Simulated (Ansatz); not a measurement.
**C4H8O2 (1,3-dioxane) at HF/6-31G(d) (spherical functions)**

What is the energy change on altering one bond length of C4H8O2 (1,3-dioxane) at HF/6-31G* (spherical functions)? 

Program for the calculation: Ansatz 0.2.0.

16 further runs of the same task are left out: 16 set aside as unsound or not needed.

## 1. The molecule

C4H8O2 has 14 atoms, charge 0, and is taken as a singlet. As SMILES, `C1COCOC1`. The coordinates come from a PBE0-D4/def2-TZVP relaxation. This is one conformer, not always the lowest.

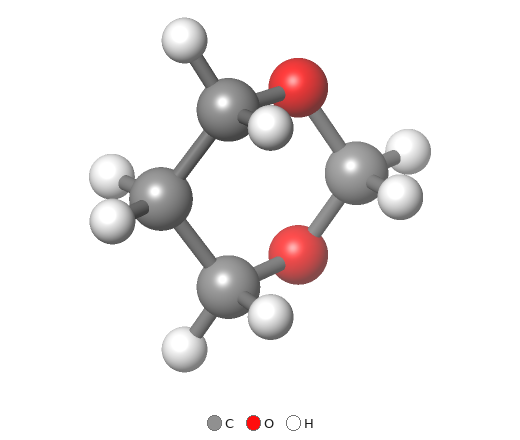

The structure, seen from a chosen angle (carbon grey, oxygen red, hydrogen white).

## 2. A single-point energy at HF/6-31G(d) (spherical functions)

Input file in.yaml:

```yaml
crystal:
  periodic: [false, false, false]
  atoms:
    - {symbol: C, position_ang: [-1.114250, 0.282820, -0.376250]}
    - {symbol: C, position_ang: [0.009610, 1.280180, -0.161890]}
    - {symbol: O, position_ang: [1.240390, 0.735410, -0.595240]}
    - {symbol: C, position_ang: [1.507660, -0.466310, 0.059040]}
    - {symbol: O, position_ang: [0.549240, -1.447800, -0.189510]}
    - {symbol: C, position_ang: [-0.723160, -1.034520, 0.268270]}
    - {symbol: H, position_ang: [-1.267540, 0.132130, -1.448230]}
    - {symbol: H, position_ang: [-2.047630, 0.658190, 0.053600]}
    - {symbol: H, position_ang: [-0.144240, 2.199400, -0.728650]}
    - {symbol: H, position_ang: [0.081120, 1.544040, 0.905890]}
    - {symbol: H, position_ang: [1.572920, -0.284480, 1.148700]}
    - {symbol: H, position_ang: [2.458190, -0.837990, -0.321750]}
    - {symbol: H, position_ang: [-1.421490, -1.835220, 0.021130]}
    - {symbol: H, position_ang: [-0.700790, -0.925880, 1.364900]}
basis:
  gaussian:
    orbitals: 6-31G_st_-spherical.json
hamiltonian:
  xc: hf
accuracy: high
output: {orbitals: {seedname: orbitals}}
```

The basis set 6-31G* is read from a file made from the Basis Set Exchange's data (not shown).

Launch:

```bash
ansatz run in.yaml --threads 1 --pin off --max-ram 2610MiB --events-out events.jsonl --progress --plain --runs-dir runs
```

Standard output:

```text
Warning: RAYON_NUM_THREADS=1 ignored (pool sized by the plan → 1); use --threads N
Functional definition: HF
  name "HF"
  exchange = exact_x
  correlation = 0
2563 factors; integrals over basis functions are off by at most 3.5e-9 eV
mean field evaluation 1: about -8319.0214 eV, gradient 3.5e1 eV
mean field evaluation 2: about -8319.0247 eV, gradient 3.5e1 eV
mean field evaluation 4: about -8322.0484 eV, gradient 4.5e0 eV
mean field evaluation 8: about -8322.0970 eV, gradient 1.0e-4 eV
mean field -8322.09695753 eV, -305.8314222694 hartree, gradient 2.4e-8 eV, S^2 0.000000; 0 other end points of the search recorded, 0 dependent functions left out
reference -8322.09695753 eV, -305.8314222694 hartree; 24, 24 occupied and 76, 76 virtual orbitals, 2563 factors
Total energy: -8322.09695753 eV, -305.8314222694 hartree
```

Run time: 4.8 s. Hardware: 1 thread of Arm Neoverse V2, shared host; peak memory 0.34 GiB.

## 3. The distorted shape at the same level

Input file molecule.yaml:

```yaml
crystal:
  periodic: [false, false, false]
  atoms:
    - {symbol: C, position_ang: [-0.765093, 0.683161, -0.252683]}
    - {symbol: C, position_ang: [0.358767, 1.680521, -0.038323]}
    - {symbol: O, position_ang: [1.589547, 1.135751, -0.471673]}
    - {symbol: C, position_ang: [1.856817, -0.065969, 0.182607]}
    - {symbol: O, position_ang: [0.898397, -1.047459, -0.065943]}
    - {symbol: C, position_ang: [-0.374003, -0.634179, 0.391837]}
    - {symbol: H, position_ang: [-0.918383, 0.532471, -1.324663]}
    - {symbol: H, position_ang: [-1.698473, 1.058531, 0.177167]}
    - {symbol: H, position_ang: [0.204917, 2.599741, -0.605083]}
    - {symbol: H, position_ang: [0.430277, 1.944381, 1.029457]}
    - {symbol: H, position_ang: [1.922077, 0.115861, 1.272267]}
    - {symbol: H, position_ang: [2.807347, -0.437649, -0.198183]}
    - {symbol: H, position_ang: [-1.421490, -1.835220, 0.021130]}
    - {symbol: H, position_ang: [-0.351633, -0.525539, 1.488467]}
basis:
  gaussian:
    orbitals: 6-31G_st_-spherical.json
hamiltonian:
  xc: hf
accuracy: high
output: {orbitals: {seedname: orbitals}}
```

The basis set 6-31G* is read from a file made from the Basis Set Exchange's data (not shown).

Launch:

```bash
ansatz run molecule.yaml --threads 1 --pin off --max-ram 2610MiB --events-out events.jsonl --progress --plain --runs-dir runs
```

Standard output:

```text
Warning: RAYON_NUM_THREADS=1 ignored (pool sized by the plan → 1); use --threads N
[... 4 set-up lines as earlier in the session ...]
2564 factors; integrals over basis functions are off by at most 3.5e-9 eV
mean field evaluation 1: about -8316.5707 eV, gradient 3.6e1 eV
mean field evaluation 2: about -8316.5738 eV, gradient 3.6e1 eV
mean field evaluation 4: about -8319.6990 eV, gradient 4.6e0 eV
mean field evaluation 8: about -8319.7538 eV, gradient 1.8e-4 eV
mean field -8319.75375420 eV, -305.7453111354 hartree, gradient 2.4e-8 eV, S^2 0.000000; 0 other end points of the search recorded, 0 dependent functions left out
reference -8319.75375420 eV, -305.7453111354 hartree; 24, 24 occupied and 76, 76 virtual orbitals, 2564 factors
Total energy: -8319.75375420 eV, -305.7453111354 hartree
```

It took 4.8 s on 1 thread of Arm Neoverse V2, shared host; peak memory 0.34 GiB.

## 4. Outcome

At HF/6-31G* (spherical functions):

| quantity | value |
| --- | --- |
| first shape: total energy | -305.83142 Eh |
| first shape: HOMO energy | -11.53 eV |
| first shape: LUMO energy | 6.35 eV |
| first shape: HOMO–LUMO gap | 17.88 eV |
| distorted shape: total energy | -305.74531 Eh |
| distorted shape: HOMO energy | -10.86 eV |
| distorted shape: LUMO energy | 4.10 eV |
| distorted shape: HOMO–LUMO gap | 14.96 eV |
| energy change with the C6–H13 bond stretched from 1.091 to 1.636 Å | 2.343 eV |

With the C6–H13 bond stretched from 1.091 to 1.636 Å the energy rises by 2.34 eV (226 kJ/mol). The first shape isn't relaxed at this level, so the change isn't measured from a minimum.
